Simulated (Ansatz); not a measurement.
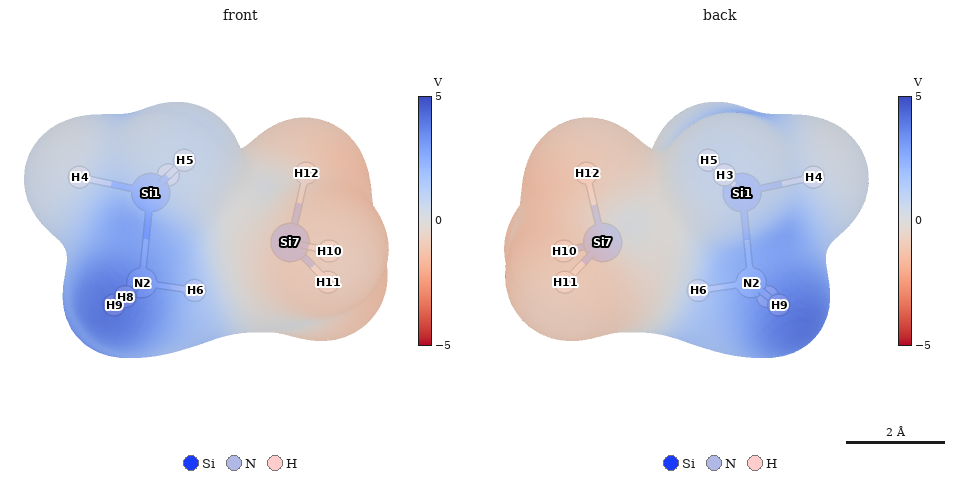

*H$_{6}$NSi···H$_{3}$Si. The molecular electrostatic potential painted on the density surface at 0.004 e/bohr³, seen from the front and from behind; red is negative and blue positive.*

A transition-state structure; geometry: PBE0-D4/def2-TZVP.

Theory: Ansatz 0.2.0, RKS PBE0-D4/def2-TZVPP.

Input file:

```
crystal:
  periodic: [false, false, false]
  atoms:
    - {symbol: Si, position_ang: [-1.223550, 0.269774, 0.520539]}
    - {symbol: N, position_ang: [-0.076582, -1.072283, 1.134813]}
    - {symbol: H, position_ang: [-1.820176, -0.068082, -0.782577]}
    - {symbol: H, position_ang: [-2.288565, 0.039205, 1.553812]}
    - {symbol: H, position_ang: [-0.712695, 1.633108, 0.749210]}
    - {symbol: H, position_ang: [0.664134, -0.845231, 0.352115]}
    - {symbol: Si, position_ang: [1.187574, 0.501953, -1.309059]}
    - {symbol: H, position_ang: [0.286901, -0.914725, 2.073071]}
    - {symbol: H, position_ang: [-0.460678, -2.014483, 1.078848]}
    - {symbol: H, position_ang: [2.357688, 1.356199, -0.895615]}
    - {symbol: H, position_ang: [1.759895, -0.360602, -2.403396]}
    - {symbol: H, position_ang: [0.326153, 1.475367, -2.071861]}
basis:
  gaussian: {orbitals: def2-TZVPP}
hamiltonian: {xc: pbe0, dispersion: d4}
output: {orbitals: {seedname: orbitals}}
```

Run with:

```sh
ansatz run in.yaml --threads 4 --pin off --events-out ev --progress --plain --max-ram 9574MiB
```

Q: Describe the electrostatic potential map.

A: The most negative region (about −1.3 V) lies over H10, H11 and H12, the most positive (about +4.0 V) over H8 and H9.
